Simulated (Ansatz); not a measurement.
**Frozen-phonon scan for BAs (zinc blende)**

Relaxed BAs (zinc blende):

```
BAs
1.0
    0.00000     4.78259     4.78259
    2.39129     2.39129     4.78259
    2.39129     2.39129     0.00000
As B
2 2
Direct
  0.00000   0.75000   0.75000
  0.50000   0.75000   0.75000
  0.00000   0.00000   0.00000
  0.50000   0.00000   0.00000
```

The atoms are displaced by Q × the pattern below (from a DFPT mode at X = (0.5, 0.5, 0.0), largest move 1; Q in Å), at fixed cell. It is one choice among 2 degenerate patterns. (q is in reciprocal vectors of the primitive cell; the cell shown is doubled to hold the pattern.)

```tsv
atom	x	y	z
As1	-0.104	0.000	0.000
As2	0.104	0.000	0.000
B3	0.000	1.000	0.000
B4	0.000	-1.000	0.000
```

Calculation: r2SCAN (plane waves to 500 eV, PAW, scalar-relativistic; Ansatz, a program for electronic structure). k mesh 12×12×12 (Γ-centred), Fermi-Dirac smearing 0.05 eV. Energies are smeared free energies. BAs was relaxed with its symmetry unable to fall. The PAW data are Ansatz's earlier set. ΔE is measured from the undisplaced structure.

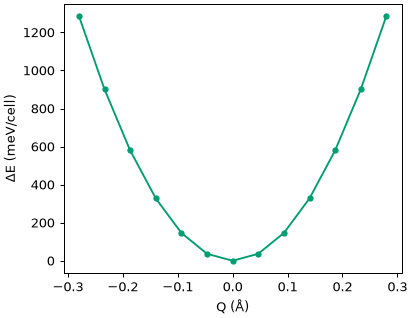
Figure. ΔE (meV/cell) against Q (Å); computed points joined by lines.

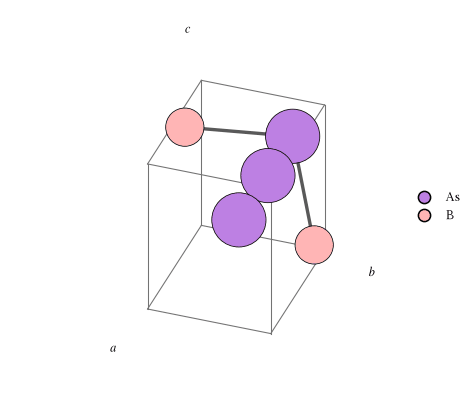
Figure. The cell of the calculation at Q = 0.280 Å.

The energy at Q = 0.280 Å comes out as 1287 meV/cell. Harmonic wavenumber from the curvature (finite differences): 627 cm⁻¹. Wavenumber by perturbation theory (DFPT, on another k mesh): 627 cm⁻¹. Space group of the distorted cell: C222_1 (No. 20), lowered from F-43m. Shape of the curve: a single well with its minimum at or next to zero displacement.

E″ = 33.63 eV/Å², M = Σ mᵢ|uᵢ|² = 23.2 u, ν̃ = 521.5·√(|E″|/M).

(A displaced cell: forces are minus the slopes of the energy, force constants its curvatures, and phonons follow from these.)
